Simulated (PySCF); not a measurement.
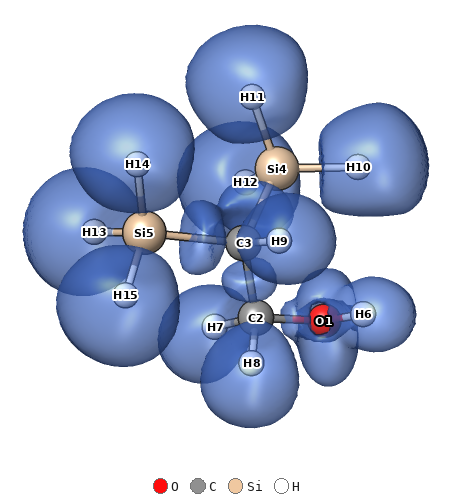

The picture shows: C₂H₁₀OSi₂. Isosurface of the ELF at 0.75 (blue), seen at an oblique angle. Core shells and regions of very low density are left out.

Geometry: GFN2-xTB, NEB image 0 of 0 to 8.

Computed with PySCF, PBE0/pcSseg-1, SCF density, gas phase, non-relativistic.

Input

```
{"job": {"kind": "nmr", "xc": "PBE0", "basis": "pcSseg-1", "pop": false}, "charge": 0, "multiplicity": 1}
O      2.156000     0.595300    -0.495400
C      1.249100    -0.480400    -0.383900
C      0.006600    -0.095200     0.408100
Si    -0.504800     1.662900    -0.143800
Si    -1.347300    -1.418400     0.250400
H      2.443500     0.842700     0.390200
H      0.981900    -0.727400    -1.414100
H      1.748100    -1.357200     0.055600
H      0.288200    -0.037700     1.467000
H      0.415000     2.672100     0.388000
H     -1.837200     1.937200     0.403900
H     -0.538800     1.716500    -1.601900
H     -1.815700    -1.501300    -1.133200
H     -2.455900    -1.081800     1.143300
H     -0.793200    -2.719300     0.643900
```

Command:

```sh
OMP_NUM_THREADS=1 python probes_run.py task.json out
```

Question: Identify the bonds, lone pairs and shells in this picture.

Answer: The ELF exceeds this value in one region between bonded C–C atoms (shared pairs), nine regions around hydrogen nuclei, one region on C in which the atom's valence shell and bonds are merged and one joined region spread over several atoms (H, O), in which their bonds and any lone pairs are merged. Profiles from the grid: C–O (1.41 Å): the ELF peaks at about 0.90 between the atoms: a polar covalent bond. C–C (1.52 Å): the ELF peaks at about 0.95 between the atoms; a covalent bond.
